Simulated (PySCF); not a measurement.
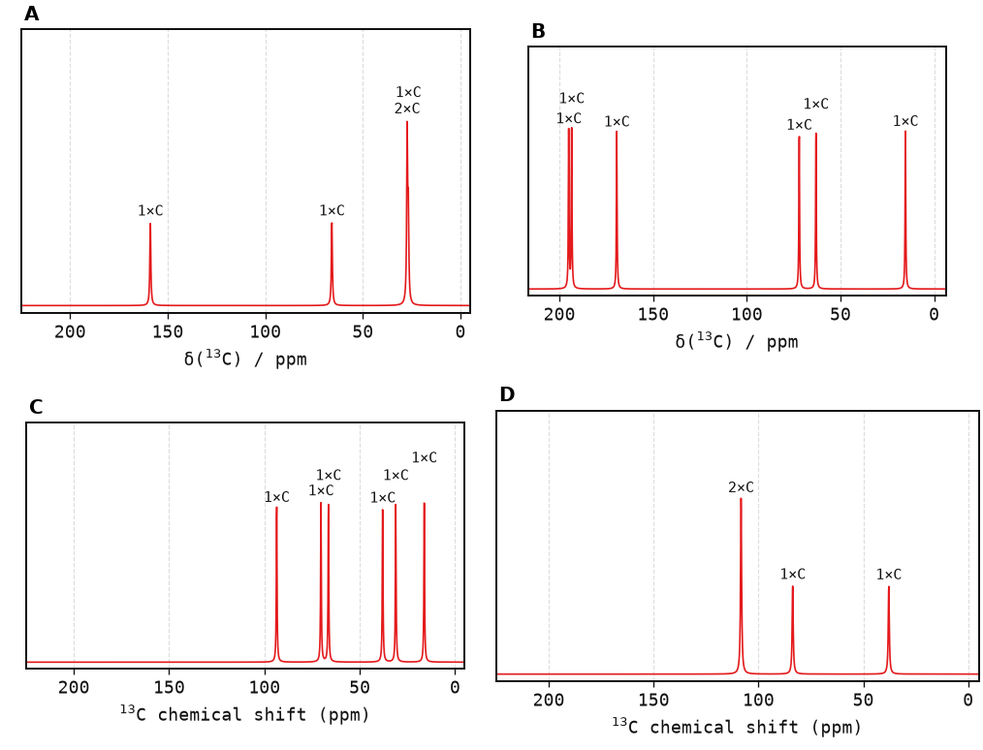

GIAO shifts, PBE0/pcSseg-1 in PySCF 2.14.0, at a GFN2-xTB geometry (no frequency check), against TMS for ¹³C computed at the same level. Gas phase, fully decoupled, line heights follow the number of nuclei, widths are arbitrary (no quadrupolar broadening); values of one conformer, averaged over methyl-type rotors and exact or near symmetry; other conformers aren't averaged in.

**Pair each panel with its molecule.**
1. C₆H₁₁FO, SMILES C[C@@H]1COCC[C@H]1F
2. C₆H₉O⁺, SMILES COCc1c[c+]1C
3. C₅H₁₁N, SMILES C/C=N/C(C)C
4. C₄H₆F₂O₂, SMILES F[C@@H]1C[C@H](F)OCO1

A: 3 (158.9 (1 C), 65.9 (1 C), 27.3 (2 C), 26.7 (1 C) ppm)
B: 2 (195.0 (1 C), 193.5 (1 C), 169.4 (1 C), 72.0 (1 C), 63.1 (1 C), 15.3 (1 C) ppm)
C: 1 (93.6 (1 C), 70.4 (1 C), 66.4 (1 C), 38.0 (1 C), 31.1 (1 C), 16.2 (1 C) ppm)
D: 4 (108.3 (2 C), 83.7 (1 C), 37.9 (1 C) ppm)

Caveats, for all or some of the runs: the tight-binding geometry is rougher than a DFT one and adds to the error.
